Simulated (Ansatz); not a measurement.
# Structural relaxation of generalised stacking fault on (111) (glide set) of a Ge-Si solid solution (72 atoms), part 2 of 2

How does generalised stacking fault on (111) (glide set) of a Ge-Si solid solution (72 atoms) relax, and what do bonds, charges and levels look like afterwards?

Ansatz 0.2.0; Kohn-Sham DFT, PBE, PAW (set soft_2), plane waves.

The cell: 51 Ge and 21 Si. Atoms were free to move along the slip. The host structure and its lattice constant were typed by rule, without a check against the phase diagram.

So far. Step 3 (Relaxation): The relaxation changed the energy by -161 meV/atom, and atoms moved by 0.19 Å r.m.s., 0.35 Å at most.

### 4. Structure statistics after relaxation

Bonds before and after, by the cutoffs listed below:

| pair | bonds before | bonds after | mean before (Å) | mean after (Å) | spread before (Å) | spread after (Å) |
| --- | --- | --- | --- | --- | --- | --- |
| Ge-Ge | 74 | 74 | 2.420 | 2.456 | 0.070 | 0.012 |
| Ge-Si | 55 | 56 | 2.447 | 2.411 | 0.167 | 0.014 |
| Si-Si | 11 | 14 | 2.344 | 2.371 | 0.171 | 0.010 |

Density 4.48 g/cm³, 22.08 Å³ an atom.

g(r), total and by pair (bins of 0.2 Å):

| r (Å) | total | Ge-Ge | Ge-Si | Si-Si |
| --- | --- | --- | --- | --- |
| 2.30 | 1.12 | 0.00 | 1.25 | 7.10 |
| 2.50 | 4.81 | 5.95 | 4.42 | 0.00 |
| 2.70 | 0.00 | 0.00 | 0.00 | 0.00 |
| 2.90 | 0.00 | 0.00 | 0.00 | 0.00 |
| 3.10 | 0.00 | 0.00 | 0.00 | 0.00 |
| 3.30 | 0.00 | 0.00 | 0.00 | 0.00 |
| 3.50 | 0.00 | 0.00 | 0.00 | 0.00 |
| 3.70 | 0.00 | 0.00 | 0.00 | 0.00 |
| 3.90 | 4.98 | 4.53 | 5.33 | 5.94 |
| 4.10 | 1.72 | 2.18 | 1.30 | 1.06 |
| 4.30 | 0.00 | 0.00 | 0.00 | 0.00 |
| 4.50 | 1.05 | 1.09 | 0.99 | 1.11 |
| 4.70 | 3.77 | 3.71 | 3.88 | 3.67 |
| 4.90 | 0.04 | 0.06 | 0.00 | 0.12 |
| 5.10 | 0.00 | 0.00 | 0.00 | 0.00 |
| 5.30 | 0.00 | 0.00 | 0.00 | 0.00 |
| 5.50 | 0.78 | 0.68 | 0.88 | 0.84 |
| 5.70 | 0.90 | 0.97 | 0.85 | 0.72 |
| 5.90 | 0.08 | 0.05 | 0.12 | 0.08 |
| 6.10 | 2.42 | 2.40 | 2.38 | 2.71 |
| 6.30 | 0.32 | 0.40 | 0.23 | 0.30 |
| 6.50 | 0.00 | 0.00 | 0.00 | 0.00 |
| 6.70 | 0.69 | 0.64 | 0.76 | 0.63 |
| 6.90 | 3.61 | 3.69 | 3.42 | 4.08 |
| 7.10 | 0.53 | 0.53 | 0.56 | 0.39 |
| 7.30 | 2.06 | 2.00 | 2.22 | 1.62 |
| 7.50 | 0.23 | 0.26 | 0.17 | 0.36 |
| 7.70 | 0.04 | 0.05 | 0.05 | 0.00 |

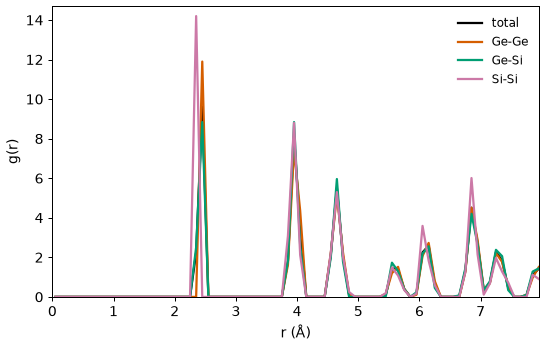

Pair distribution functions.

Bonds by pair of elements; cutoffs follow the first minimum of g(r), held within bounds set by covalent radii, and pairs that aren't listed don't count as bonded:

| pair A-B | cutoff (Å) | bonds | mean length (Å) | spread (Å) | shortest (Å) | B about A | A about B |
| --- | --- | --- | --- | --- | --- | --- | --- |
| Ge-Ge | 2.88 | 74 | 2.46 | 0.012 | 2.43 | 2.90 | 2.90 |
| Ge-Si | 2.83 | 56 | 2.41 | 0.014 | 2.38 | 1.10 | 2.67 |
| Si-Si | 2.77 | 14 | 2.37 | 0.01 | 2.35 | 1.33 | 1.33 |

How many atoms have how many bonded neighbours:

| element | mean | 4 |
| --- | --- | --- |
| Ge | 4 | 51 |
| Si | 4 | 21 |

Bond angles, per cent of each kind in bins of 5°:

| angle (°) | Ge-Ge-Ge | Ge-Ge-Si | Ge-Si-Si | Ge-Si-Ge | Si-Ge-Si |
| --- | --- | --- | --- | --- | --- |
| 100–105 | 0.0 | 0.0 | 0.0 | 1.8 | 0.0 |
| 105–110 | 72.4 | 54.2 | 58.6 | 78.2 | 28.0 |
| 110–115 | 27.6 | 45.8 | 41.4 | 20.0 | 72.0 |

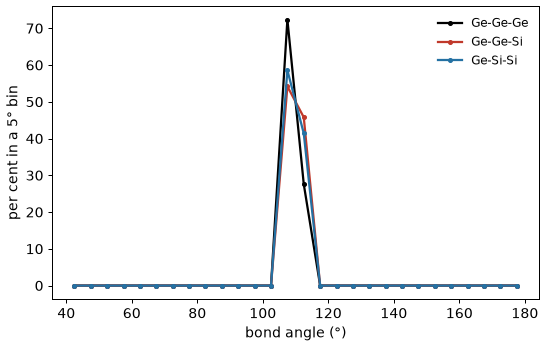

Distributions of the most common bond angles.

Bond angles (no mean is given where the spread exceeds 20°):

| angle | count | mean (°) | spread (°) |
| --- | --- | --- | --- |
| Ge-Ge-Ge | 163 | 109 | 1.4 |
| Ge-Ge-Si | 118 | 110 | 1.6 |
| Ge-Si-Si | 58 | 110 | 1.3 |
| Ge-Si-Ge | 55 | 109 | 1.6 |
| Si-Ge-Si | 25 | 111 | 1.2 |

Rings of the network by King's shortest-path rule, up to 12 atoms, one path for each pair of neighbours; H, halogens, alkali and alkaline-earth atoms are left out, and the last column divides by all other atoms, bonded or not:

| ring size (atoms) | rings | per network atom |
| --- | --- | --- |
| 6 | 143 | 1.99 |

Counting bonds as in the table, all Ge atoms have 4 and all Si atoms have 4 bonded neighbours. The Ge-Ge-Ge angle averages 109° with a spread of 1.4°. All rings counted have 6 atoms.

### 5. Single point at the relaxed geometry

The electronic structure is read at the final geometry, in a run of its own.

The input, input.yaml:

```yaml
crystal:
  lattice:
    - [6.84865, 0.0, 0.0]
    - [0.0, 11.86221, 0.0]
    - [6.27795, 0.0, 19.57091]
  atoms:
    - { symbol: Ge, position: [0.52933, 0.16503, 0.01601] }
    - { symbol: Ge, position: [0.39954, 0.16401, 0.14138] }
    - { symbol: Ge, position: [0.69469, 0.16616, 0.18458] }
    - { symbol: Si, position: [0.56736, 0.16772, 0.30792] }
    [... 62 atom lines left out ...]
    - { symbol: Ge, position: [0.85429, 0.66505, 0.85319] }
    - { symbol: Si, position: [0.72552, 0.6651, 0.97601] }
    - { symbol: Si, position: [0.35707, 0.49855, 0.85282] }
    - { symbol: Si, position: [0.23707, 0.49839, 0.97386] }
    - { symbol: Ge, position: [0.35715, 0.83448, 0.85213] }
    - { symbol: Si, position: [0.22906, 0.8358, 0.97495] }
kpoints:
  mp_grid: { grid: [2, 1, 1] }
hamiltonian:
  xc: pbe
scf:
  occupations: { method: gaussian, width: 0.025 }
output:
  forces: true
  stress: true
  populations: true
  dos:
    method: { smearing: { sigma: 0.08 } }
    de: 0.1
    projected: { site_lists: { Ge: [Ge], Si: [Si] } }
  eigenvalues: true
  write_density: true
  write_potential: true
  volumetric_format: npy
```

Run with:

```
$ ansatz run input.yaml --threads 4 --pin off --max-ram 8192MiB --backend cpu --events-out ev --progress --plain --runs-dir out
```

Numbers of over 12 decimals in the logs are rounded to 6 here.

What it wrote:

```text
[...]
Crystal: 72 atoms, lattice volume = 1589.943 Å³
Basis set: ecut = 420 eV, 31103 PW (Γ), exchange–correlation on 96×160×288 points (8 copies of the dense FFT grid, shifted against one another)
Bands: 479, of which v1, the nominal top of the filled ones, is band 399 counted from 1 (398 counted from 0)
Symmetry: 1 space group operations
[...]
k-points: 2
[...]
SCF iter   1: F=—  HF=-232389.190886 eV  |F-HF|=—  |Δ(HF+E_count)|=         —  Δρ=2.60e-3  dr2=1.19e-1  ethr=1.77e-3  ⟨swp⟩=6.0  Hψ=3368  notcnv=0  defer=57
[...]
SCF iter  11: F=-232389.150414 eV  HF=-232389.150414 eV  |F-HF|=1.54e-9  |Δ(HF+E_count)|=   3.23e-9  Δρ=8.68e-7  dr2=2.48e-8  ethr=1.25e-11  ⟨swp⟩=14.0  Hψ=6279  notcnv=0
SCF 1 converged in 11 iterations: F = -232389.150414 eV  dr2 = 2.48e-8
[...]
SCF converged after 11 iterations
Free energy (F): -232389.150414 eV
[...]
Internal energy: -232389.150414 eV  (E = F + TS)
E sigma→0 (E₀):  -232389.150414 eV
Entropy (-TS):   -0.000000 eV (-0.000 meV/atom)
Fermi energy:    8.051029 eV
[...]
--- Forces (eV/Å), atoms counted from 1 ---
  atom   1  Ge     0.00388074     0.00025859     0.00397946
  atom   2  Ge    -0.00320382     0.00167537    -0.00424407
  atom   3  Ge    -0.00309228     0.00181538    -0.00386400
  atom   4  Si     0.00571870     0.00191160    -0.00050380
  atom   5  Si     0.00284271    -0.00487052    -0.00486050
  atom   6  Ge    -0.00167844    -0.00019067    -0.00059537
  atom   7  Si     0.00191285    -0.00088056    -0.00109739
  atom   8  Ge     0.00077139     0.00037392    -0.00361289
  atom   9  Ge    -0.00374070    -0.00115153     0.00336345
  atom  10  Si     0.00788033    -0.00199031    -0.00447246
  atom  11  Si     0.00223837     0.00950396     0.00598249
  atom  12  Si    -0.00719686    -0.00056987    -0.00724837
  atom  13  Ge    -0.00120260     0.00121717    -0.00481103
  atom  14  Ge     0.00395973     0.00258455    -0.00216646
[...]
atom  71  Ge     0.00319467    -0.00218430     0.00532640
  atom  72  Si     0.00184934     0.00406706     0.00271225
  max |Σ_I F_I| component: 1.01e-5 eV/Å
--- Stress (GPa, compression-positive) ---
        1.781262       0.002419       1.596199
        0.002419       3.789460      -0.000475
        1.596199      -0.000475       0.553030
  P = ⅓ Tr σ = 2.0413 GPa (20.413 kbar)
--- Band table (eV) ---
[...]
--- Löwdin populations: 72 sites ---
  site symbol       q [e]
     0     Ge     13.9901
     1     Ge     13.9938
     2     Ge     13.9938
[...]
71     Si      3.9121
  spilling = 0.002245 (of n_electrons = 798.000000)
```

The job ended after 45 s (4 threads of Intel Xeon 6975P-C (Granite Rapids), shared host; peak memory 6.7 GiB; 2.8 min of CPU time).

The run gave:

```
free energy                                      : -232389.1504 eV
free energy per atom                             : -3227.6271 eV/atom
SCF cycles                                       : 11
pressure                                         : 2.041 GPa
r.m.s. force component                           : 0.00407 eV/Å
longest force                                    : 0.01275 eV/Å
Fermi energy                                     : 8.051 eV
gap (highest filled to lowest empty level) : 0.1874 eV
spilling of the projection                       : 0.002245
```

Löwdin charges by element (they lack the spilled electrons, 0.025 e an atom on average):

| element | coordination | atoms | mean charge (e) | spread | least | most |
| --- | --- | --- | --- | --- | --- | --- |
| Ge | all | 51 | 0.0022 | 0.0173 | -0.0486 | 0.0258 |
| Si | all | 21 | 0.08 | 0.0176 | 0.0467 | 0.106 |

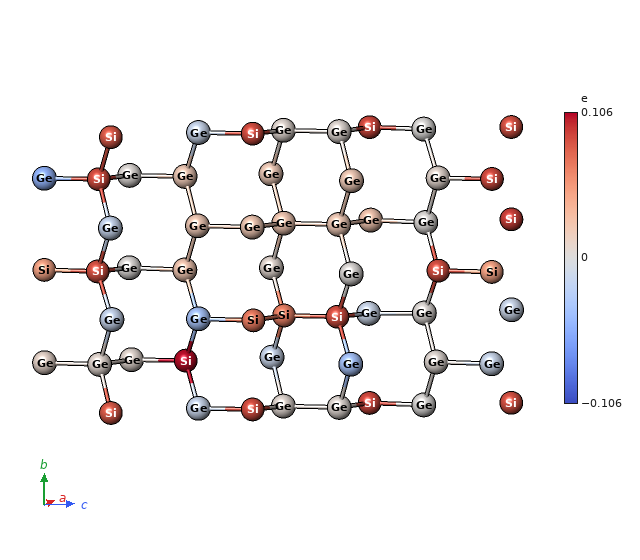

Atoms coloured by Löwdin charge. Drawn is a slice 4 Å thick, seen along the normal of the bc plane. Bonds to atoms that aren't drawn are left out.

Charge against the make-up of the first shell:

| Ge neighbours of Si | atoms | mean charge (e) |
| --- | --- | --- |
| 1 | 3 | 0.048 |
| 2 | 4 | 0.066 |
| 3 | 11 | 0.087 |
| 4 | 3 | 0.106 |

States in the cell by windows of 1 eV, zero at the Fermi level; the larger projections on atomic orbitals stand beside the total:

| from (eV) | to (eV) | total | Ge p | Si p | Ge s | Si s |
| --- | --- | --- | --- | --- | --- | --- |
| -14 | -13 | 0.0 | 0.0 | 0.0 | 0.0 | 0.0 |
| -13 | -12 | 3.2 | 0.2 | 0.1 | 2.3 | 0.6 |
| -12 | -11 | 21.4 | 3.8 | 1.5 | 12.7 | 3.3 |
| -11 | -10 | 22.2 | 4.4 | 1.8 | 11.8 | 4.1 |
| -10 | -9 | 24.1 | 5.0 | 2.3 | 11.8 | 4.9 |
| -9 | -8 | 5.2 | 1.3 | 0.6 | 2.4 | 0.8 |
| -8 | -7 | 31.1 | 10.0 | 4.6 | 11.8 | 4.5 |
| -7 | -6 | 15.0 | 5.2 | 2.3 | 4.8 | 2.5 |
| -6 | -5 | 12.8 | 4.5 | 2.1 | 3.9 | 2.2 |
| -5 | -4 | 27.8 | 16.8 | 7.9 | 2.0 | 1.0 |
| -4 | -3 | 35.6 | 22.0 | 11.1 | 1.6 | 0.7 |
| -3 | -2 | 51.4 | 35.9 | 13.5 | 1.1 | 0.5 |
| -2 | -1 | 27.6 | 20.3 | 6.8 | 0.1 | 0.0 |
| -1 | 0 | 10.5 | 7.9 | 2.4 | 0.0 | 0.0 |
| 0 | 1 | 16.4 | 5.3 | 2.9 | 5.4 | 1.6 |
| 1 | 2 | 42.0 | 17.8 | 7.9 | 8.8 | 3.2 |
| 2 | 3 | 34.7 | 15.0 | 7.3 | 5.2 | 2.7 |

The curve was stored every 0.100 eV, coarse against its broadening of 0.08 eV, so these counts are rough.

Between -25 and -14 eV lie 510 more states.

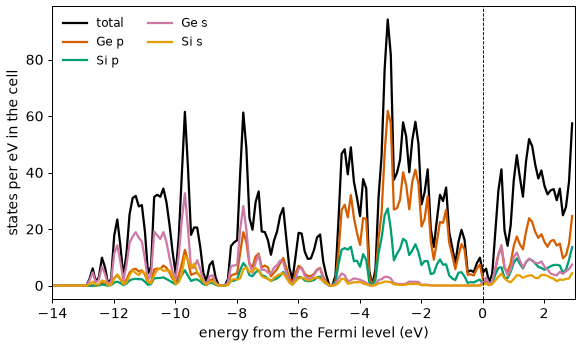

Total and projected density of states, with the broadening of the input.

The levels nearest the highest filled one (over half full), pooled over k-points and spins:

| level less the highest filled one (eV) | occupation |
| --- | --- |
| -0.582 | 2 |
| -0.522 | 2 |
| -0.466 | 2 |
| -0.255 | 2 |
| -0.0617 | 2 |
| 0 | 2 |
| 0.187 | 0 |
| 0.495 | 0 |
| 0.515 | 0 |
| 0.573 | 0 |
| 0.616 | 0 |
| 0.638 | 0 |

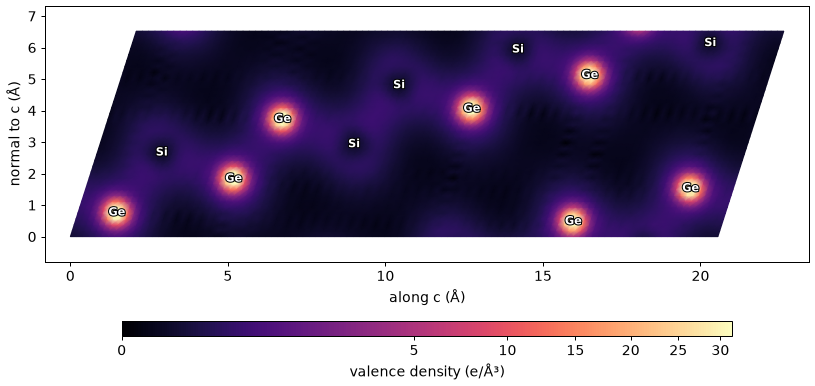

Valence density in the ca plane at fractional y = 0.002, with atoms of Si and Ge within 0.2 Å of it. It is the smooth field of the valence electrons, not physical close to the nuclei. The map starts off the cell's origin, so that atoms lie inside it. The colour scale is stretched toward low values.

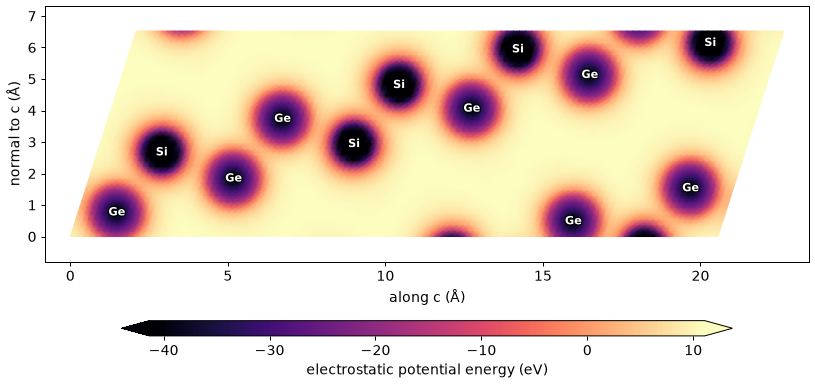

Electrostatic potential energy in the ca plane at fractional y = 0.002, with atoms of Si and Ge within 0.2 Å of it. With pseudopotentials it is smooth inside the atoms' cores, unlike the true potential. The map starts off the cell's origin, so that atoms lie inside it.

Mean Löwdin charges: Ge +0.00, Si +0.08 e. Charges this small depend on the projection, at times even in sign. The charge on Si changes by +0.020 e for each Ge neighbour that takes the place of another kind, on average. Just under the Fermi level the largest share is Ge p (77 % of the projected weight), just over it Ge s (41 % of the projected weight).

A closer look about Ge33, whose charge lies farthest from its element's mean: 8 atoms, nearest first, numbered in the order of the input, with positions taken from that point.

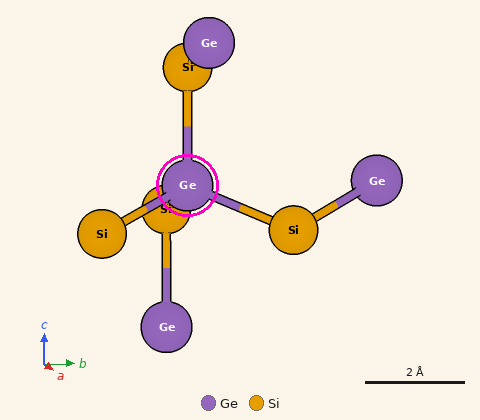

The atoms of the table, within 3.9 Å (arrows a, b, c point along x, y, z); some may hide others; the central atom is ringed.

| atom | x | y | z | distance (Å) | bonds | Löwdin charge (e) |
| --- | --- | --- | --- | --- | --- | --- |
| Ge33 | 0.00 | 0.00 | 0.00 | 0.00 | 4 | -0.05 |
| Si72 | -2.28 | 0.02 | -0.81 | 2.42 | 4 | 0.09 |
| Si34 | -0.08 | 0.02 | 2.42 | 2.42 | 4 | 0.09 |
| Si68 | 1.13 | -2.00 | -0.78 | 2.43 | 4 | 0.09 |
| Si32 | 1.20 | 1.96 | -0.81 | 2.44 | 4 | 0.09 |
| Ge71 | -2.17 | 0.01 | -3.21 | 3.88 | 4 | 0.01 |
| Ge35 | 2.16 | 0.01 | 3.23 | 3.89 | 4 | 0.00 |
| Ge1 | 0.04 | 3.93 | 0.00 | 3.93 | 4 | 0.01 |

The column of bonds counts only the pairs Ge-Ge within 2.88 Å, Ge-Si within 2.83 Å, Si-Si within 2.77 Å; other neighbours, such as metal atoms beside each other in a compound, aren't counted, and periodic images can show an atom twice.

### 6. Outcome

```yaml
energy_change_in_the_relaxation: -160.6 meV/atom
r_m_s_displacement: 0.194 Å
largest_displacement: 0.351 Å
free_energy_per_atom: -3227.6271 eV/atom
density: 4.485 g/cm³
pressure: 2.041 GPa
r_m_s_force_component: 0.00407 eV/Å
spacing_of_highest_filled_and_lowest_empty_level: 0.1874 eV
wall_time_of_the_3_dft_runs: 3.5 min
```

Relaxation lowers the energy by 161 meV/atom and moves atoms by 0.19 Å r.m.s.; the r.m.s. force component goes from 1.9 to 0.0041 eV/Å, the pressure goes from 4.7 to 2.0 GPa. By the final cutoffs 0 of 140 bonded pairs parted and 4 joined. Afterwards all atoms of each element have one and the same coordination, so bonds have reconnected across the defect, which no longer shows in the counts. Layers on the two sides of the fault moved in opposite directions along the plane, so much of the imposed slip has spread into a shear of the crystal. From the first step to the last the energy fell by 11.561 eV, and the largest move was 0.35 Å (Si68, with 1 other atom within 2 % of it). The Ge-Ge bonds go from 2.420 Å (spread 0.070) to 2.456 Å (spread 0.012). Counting bonds as in the table, all Ge atoms have 4 and all Si atoms have 4 bonded neighbours. The highest filled and lowest empty levels differ by 0.187 eV on the run's k-points; the mesh holds the band edges only if they fold onto it, so the gap at this level can be narrower or closed, while semilocal functionals tend to narrow gaps against experiment.

What to keep in mind: The stress is far from hydrostatic: its diagonal is 1.8, 3.8, 0.6 GPa, compression counted positive. Atoms were free to move along the slip, so the relaxation can undo part or all of it. The pressure of 2.0 GPa says that the cell would expand at this level of theory.

[Logs are printed without paths, hosts, clocks, repeated set-up lines and the standing remarks that a program may print on its own settings, such as how far it seeks lower states.]

[Hosts, paths, dates, database ids (printed as entryN), source tags and the programs' standing remarks are cut or masked in the printed files.]
